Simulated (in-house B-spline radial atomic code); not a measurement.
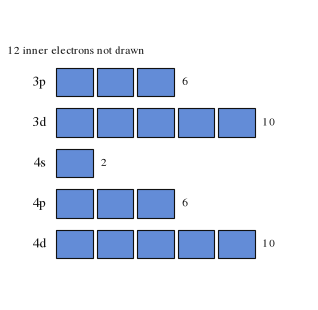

Figure 1. The outer shells of the closed core: a box for each of the 2l + 1 orbitals, shaded by the share of the shell that is filled, with the electron count at the right.

Many-body perturbation calculation for Cs⁷⁺

- system: Cs⁷⁺, core [Kr] 4d10.
- method: configuration interaction of two valence electrons with many-body perturbation theory for the core (screened one- and two-electron correlation potentials), Breit and QED, no-pair Dirac, B-spline basis (in-house B-spline radial atomic code)

Input:
```
basis_form = 3
Z = 55
core_configuration = [Kr] 4d10
rms_radius = 4.8041
mass_number = 133
speed_of_light = 137.035999084
box_radius = 10.0
lmax = 6
intervals = 62
virtual_cutoff = 6050.0
```

Hardware: 1 CPU thread, shared host.

Launched within a batch (the task file carries these settings):
```bash
python <driver script> task.json out
```

The program writes its results to a structured record and prints no log; tables and figures of this report are taken from that record.

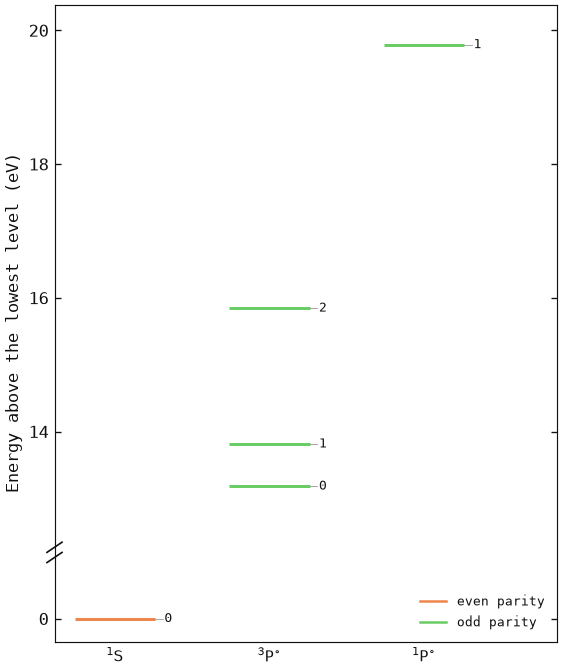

Figure 2. Levels of Cs⁷⁺, two electrons outside the core [Kr] 4d¹⁰. CI+MBPT: configuration interaction in the frozen-core Dirac–Hartree–Fock potential with screened core-valence correlation, Breit and QED terms; computed with a B-spline radial code. The lowest level is 5s² ¹S₀. The first excited level, 5s 5p ³P°₀, lies at 13.2 eV. It is also the lowest level of opposite parity. The ionisation energy is 110.8 eV, against 109.1 eV from CI without core-valence correlation and a semi-empirical value of 110.1 eV.

```tsv
Level	E (eV)
5s² ¹S₀	0
5s 5p ³P°₀	13.18
5s 5p ³P°₁	13.81
5s 5p ³P°₂	15.85
5s 5p ¹P°₁	19.78
```

Key numbers:

```tsv
quantity	value
outcome	converged
wall time	75 s
```
